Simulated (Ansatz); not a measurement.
# GaSiH4O (SMILES [SiH3][O][GaH]) at UPBE-QIDH/cc-pVDZ

What is the electronic atomisation energy of GaSiH4O at UPBE-QIDH/cc-pVDZ? 

The calculation is run with Ansatz 0.2.0.

72 further runs of the same task are left out: 72 set aside as unsound or not needed.

### Step 1. The system as given

GaSiH4O: 7 atoms, total charge 0, spin state doublet. As SMILES, `[SiH3][O][GaH]`. Geometry: relaxed at PBE0-D4/def2-TZVP. This is one conformer, not always the lowest.

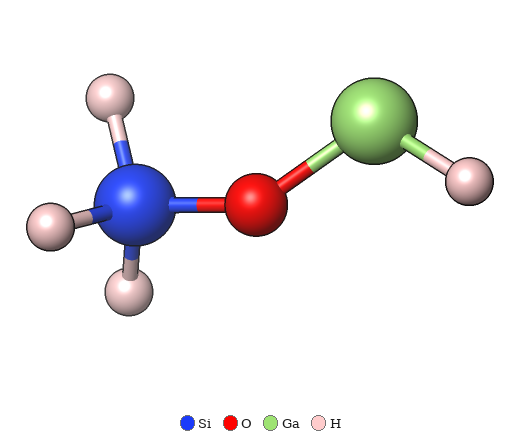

The structure, seen from a chosen angle (silicon blue, oxygen red, gallium green, hydrogen pink).

### Step 2. The energy at UPBE-QIDH/cc-pVDZ

Contents of run.yaml:

```yaml
basis:
  gaussian:
    orbitals: cc-pVDZ
crystal:
  periodic: [false, false, false]
  atoms:
    - {symbol: Si, position_ang: [-0.907100, 0.576700, -0.244500]}
    - {symbol: O, position_ang: [0.281700, -0.375400, 0.340400]}
    - {symbol: Ga, position_ang: [1.972300, -0.895800, 0.047800]}
    - {symbol: H, position_ang: [-2.099000, -0.248300, -0.578700]}
    - {symbol: H, position_ang: [-0.473700, 1.297400, -1.475800]}
    - {symbol: H, position_ang: [-1.295700, 1.586500, 0.776300]}
    - {symbol: H, position_ang: [2.521500, -1.941000, 1.134400]}
magnetization:
  spin_polarized: true
  initial_magnetization: 1
hamiltonian:
  xc: {name: PBE-QIDH}
correlation:
  frozen_orbitals: {Ga: 9, H: 0, O: 1, Si: 5}
accuracy: high
output: {orbitals: {seedname: orbitals}}
```

Launch:

```bash
ansatz run run.yaml --threads 1 --pin off --max-ram 3480MiB --events-out events.jsonl --progress --plain --runs-dir runs
```

Log:

```text
Warning: RAYON_NUM_THREADS=1 ignored (pool sized by the plan → 1); use --threads N
Functional definition: PBE-QIDH
  name "PBE-QIDH"
  parameter a = 3^(-1/3)
  parameter c = 1/3
  exchange = (1 - a)*pbe_x + a*exact_x
  correlation = (1 - c)*pbe_c + c*(mp2_os + mp2_ss)
1787 factors; integrals over basis functions are off by at most 4.7e-9 eV
mean field evaluation 1: about -62333.2546 eV, gradient 3.0e1 eV
mean field evaluation 2: about -62333.2693 eV, gradient 3.0e1 eV
mean field evaluation 4: about -62336.9493 eV, gradient 2.0e0 eV
mean field evaluation 8: about -62337.0033 eV, gradient 1.7e-1 eV
mean field evaluation 16: about -62337.0043 eV, gradient 2.7e-4 eV
mean field -62337.00429217 eV, -2290.8426541980 hartree, gradient 5.0e-8 eV, S^2 0.758384; 0 other end points of the search recorded, 0 dependent functions left out
15 core orbitals not correlated: weight in the atoms' cores, before any rotation towards them, 1.000 or more for the frozen orbitals, at most 0.000 for the correlated occupied ones
reference -62337.00429331 eV, -2290.8426542402 hartree; 14, 13 occupied and 50, 51 virtual orbitals, 1787 factors
second order -11.07203753 eV of doubles, -0.00000000 eV of singles
Total energy: -62340.69497249 eV, -2290.9782841983 hartree
```

Run time: 16 s. Hardware: 1 thread of Arm Neoverse V1, shared host; peak memory 0.41 GiB.

### Step 3. The Ga atom at the same level

Contents of input.yaml:

```yaml
crystal:
  periodic: [false, false, false]
  atoms:
    - {symbol: Ga, position_ang: [0.000000, 0.000000, 0.000000]}
basis:
  gaussian: {orbitals: cc-pVDZ}
total_charge: 0
magnetization: {spin_polarized: true, initial_magnetization: 1}
hamiltonian: {xc: {name: PBE-QIDH}}
correlation: {frozen_orbitals: {Ga: 9}}
accuracy: high
```

Run the same way, it converges to -1924.12719 Eh (log not shown).

### Step 4. The H atom at the same level

Contents of job.yaml:

```yaml
crystal:
  periodic: [false, false, false]
  atoms:
    - {symbol: H, position_ang: [0.000000, 0.000000, 0.000000]}
basis:
  gaussian:
    orbitals: cc-pVDZ
accuracy: high
magnetization:
  spin_polarized: true
  initial_magnetization: 1
correlation:
  frozen_orbitals: {H: 0}
hamiltonian:
  xc: {name: PBE-QIDH}
```

Run the same way, it converges to -0.50124 Eh (log not shown).

### Step 5. The O atom

Contents of job.yaml:

```yaml
crystal:
  periodic: [false, false, false]
  atoms:
    - symbol: O
      position_ang: [0.000000, 0.000000, 0.000000]
basis:
  gaussian:
    orbitals: cc-pVDZ
correlation:
  frozen_orbitals: {O: 1}
hamiltonian:
  xc: {name: PBE-QIDH}
accuracy: high
magnetization:
  spin_polarized: true
  initial_magnetization: 2
```

Run the same way, it converges to -74.97250 Eh (log not shown).

### Step 6. The Si atom

Contents of in.yaml:

```yaml
basis:
  gaussian: {orbitals: cc-pVDZ}
crystal:
  periodic: [false, false, false]
  atoms:
    - symbol: Si
      position_ang: [0.000000, 0.000000, 0.000000]
hamiltonian: {xc: {name: PBE-QIDH}}
correlation: {frozen_orbitals: {Si: 5}}
magnetization: {spin_polarized: true, initial_magnetization: 2}
accuracy: high
```

Launch:

```bash
ansatz run in.yaml --threads 1 --pin off --max-ram 3480MiB --events-out events.jsonl --progress --plain --runs-dir runs
```

Log:

```text
Warning: RAYON_NUM_THREADS=1 ignored (pool sized by the plan → 1); use --threads N
[... 6 set-up lines as earlier in the session ...]
144 factors; integrals over basis functions are off by at most 3.2e-9 eV
mean field evaluation 1: about -7867.6984 eV, gradient 2.8e0 eV
mean field evaluation 2: about -7867.7050 eV, gradient 2.8e0 eV
mean field evaluation 4: about -7867.8184 eV, gradient 6.8e-2 eV
mean field evaluation 8: about -7867.8182 eV, gradient 1.8e-3 eV
mean field evaluation 16: about -7867.8182 eV, gradient 2.7e-8 eV
mean field -7867.81820065 eV, -289.1369858752 hartree, gradient 2.7e-8 eV, S^2 2.007466; 0 other end points of the search recorded, 0 dependent functions left out
5 core orbitals not correlated: weight in the atoms' cores, before any rotation towards them, 1.000 or more for the frozen orbitals, at most 0.000 for the correlated occupied ones
reference -7867.81820124 eV, -289.1369858969 hartree; 3, 1 occupied and 10, 12 virtual orbitals, 144 factors
second order -1.43785101 eV of doubles, -0.00000000 eV of singles
Total energy: -7868.29748491 eV, -289.1545992469 hartree
```

It took 0.68 s on 1 thread of Arm Neoverse V1, shared host.

### Step 7. What came out

Level: UPBE-QIDH/cc-pVDZ, 15 core orbitals frozen.

| quantity | value |
| --- | --- |
| molecule: total energy | -2290.97828 Eh |
| molecule: HOMO energy (SCF part's orbitals) (highest over α and β) | -7.85 eV |
| molecule: LUMO energy (SCF part's orbitals) (lowest over α and β) | -0.94 eV |
| molecule: ⟨S²⟩ | 0.758 |
| Ga atom: total energy | -1924.12719 Eh |
| Ga atom: ⟨S²⟩ | 0.756 |
| H atom: total energy | -0.50124 Eh |
| H atom: ⟨S²⟩ | 0.750 |
| O atom: total energy | -74.97250 Eh |
| O atom: ⟨S²⟩ | 2.003 |
| Si atom: total energy | -289.15460 Eh |
| Si atom: ⟨S²⟩ | 2.007 |
| electronic atomisation energy | 19.566 eV |

In words: Taking the molecule apart into free atoms costs 19.57 eV (1888 kJ/mol), before zero-point energy and without spin-orbit coupling.
